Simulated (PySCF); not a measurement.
**H₇N₂Si (charge +1): density, localisation and related maps**

```yaml
atoms:
  - { symbol: N, position_ang: [-0.5894, -2.3240, -0.4625] }
  - { symbol: N, position_ang: [-0.0494, 0.5225, -0.9884] }
  - { symbol: Si, position_ang: [0.7266, -0.8777, -0.4658] }
  - { symbol: H, position_ang: [-0.9809, -2.4891, -1.3999] }
  - { symbol: H, position_ang: [-1.3876, -2.1143, 0.1526] }
  - { symbol: H, position_ang: [-0.1951, -3.2204, -0.1428] }
  - { symbol: H, position_ang: [-0.0267, 0.8489, -1.9511] }
  - { symbol: H, position_ang: [-0.4304, 1.2204, -0.3546] }
  - { symbol: H, position_ang: [1.0806, -0.8862, 0.9653] }
  - { symbol: H, position_ang: [1.6879, -1.4439, -1.4295] }
```

Geometry: B3LYP-D3(BJ)/def2-SVP.

Theory: PySCF, Gaussian-basis quantum chemistry of an isolated molecule with PySCF, energy and nuclear gradient, functional PBE0.

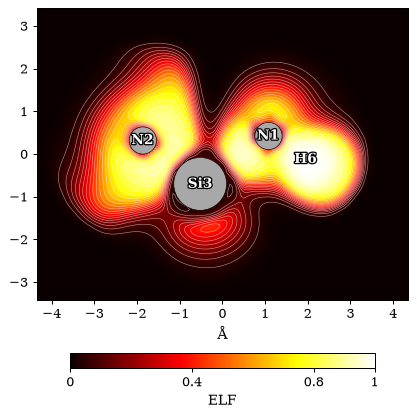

Figure 1. ELF on the plane of atoms Si3, N1 and H6. Grey discs cover the atomic cores.

Q: Read the bonding off the picture.

A:
- The plane passes through N, Si and H nuclei.
- Si–N (1.68 Å): the ELF peaks at about 0.90 between the atoms; a shared but strongly polarised pair.
- N–H (1.03 Å): the ELF climbs to about 1 towards the hydrogen, as it does in any bond to H: an ordinary covalent bond to hydrogen.

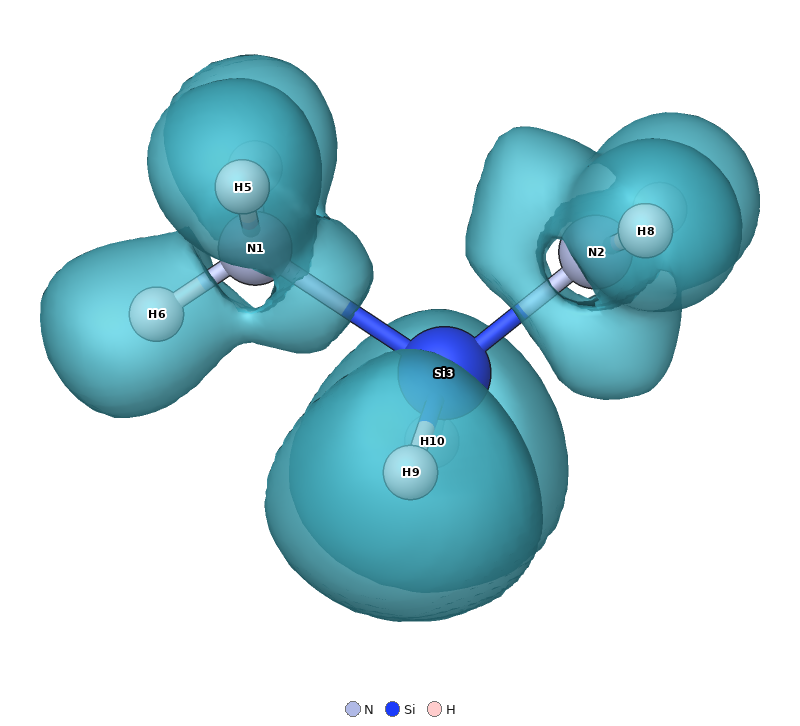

Figure 2. Isosurface of the electron localisation function at 0.75 (cyan), seen across its widest extent. Only the valence region is drawn (cores and ρ < 0.01 e/Å³ removed).

Q: Where are the electrons localised?

A: The surface consists of two regions around hydrogen nuclei and two joined regions spread over several atoms (H, N), in which their bonds and any lone pairs are merged.


 N–H (1.02 Å): the ELF climbs to about 1 towards the hydrogen; a covalent bond by its length.

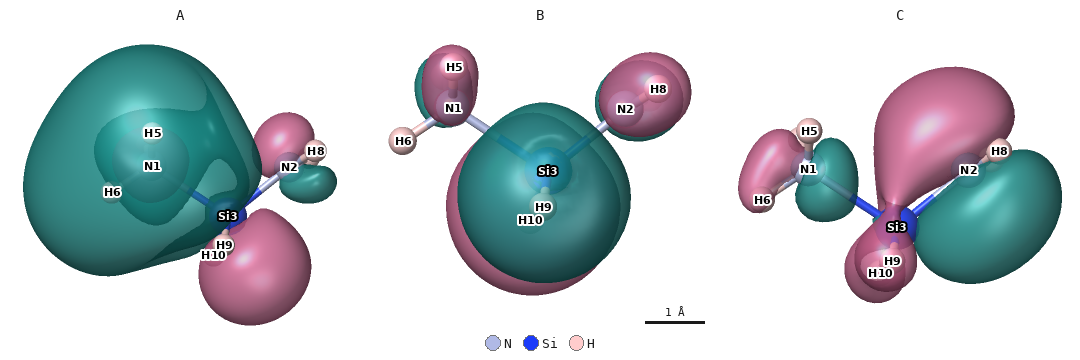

Figure 3. Three frontier orbitals at ±0.06 Å⁻³ᐟ² (teal and pink are the two phases), in no order.

Q: Which picture is the HOMO−1, the HOMO and the LUMO?

A: B is the HOMO−1 (−15.04 eV). By Hirshfeld shares it lies mainly on Si3 (about 40 %), H9 (about 25 %) and H10 (about 25 %). C is the HOMO (−12.91 eV). It lies mainly on N2 (about 70 %); largely a lone pair of N2. A is the LUMO (−5.05 eV). By Hirshfeld shares it lies mainly on Si3 (about 25 %), H4 (about 15 %), H5 (about 15 %), H6 (about 15 %) and N1 (about 15 %).

Q: What is the HOMO–LUMO gap?

A: 7.86 eV between the orbital energies.
